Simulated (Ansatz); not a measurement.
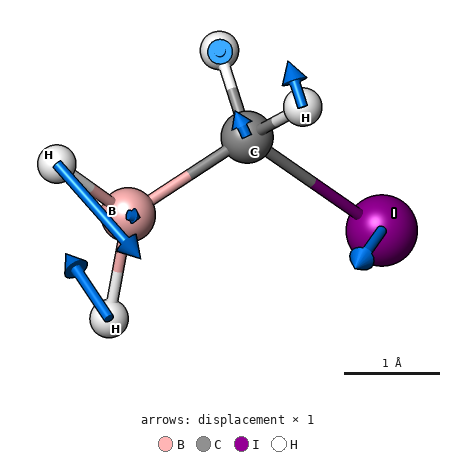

This is a relaxation of CH$_{4}$BI. The starting structure is drawn; blue arrows show the displacements, at their true length. The two geometries are superimposed by the best rigid fit.

The picture is a ball-and-stick view, seen at a tilt.

Method: RKS PBE0-D4/def2-TZVP in Ansatz. Set-up: force threshold 0.005 eV/Å; at most 200 steps.

**Which element moves most?**

Hydrogen: up to 1.38 Å, against 0.89 Å for iodine.

**What happened in the run?**

After 23 accepted moves (24 points after the start) the energy has fallen by 0.373 eV. Largest force component: 0.83 eV/Å at the start, 0.005 eV/Å at the end. The line search rejected the trial step at point 12 of the run. The largest move after the best rigid fit is that of an H atom, 1.38 Å. Largest moves by element: H 1.38 Å, I 0.89 Å, C 0.32 Å, B 0.15 Å. Among the contacts that change: B–I 3.201 → 2.503 Å, B–H 1.166 → 1.194 Å, B–C 1.559 → 1.549 Å, C–I 2.173 → 2.183 Å. Bond angles that change, for instance: B–C–I 117.2° → 82.4°, B–C–H 111.2° → 120.9°, H–C–H 106.1° → 113.1°.
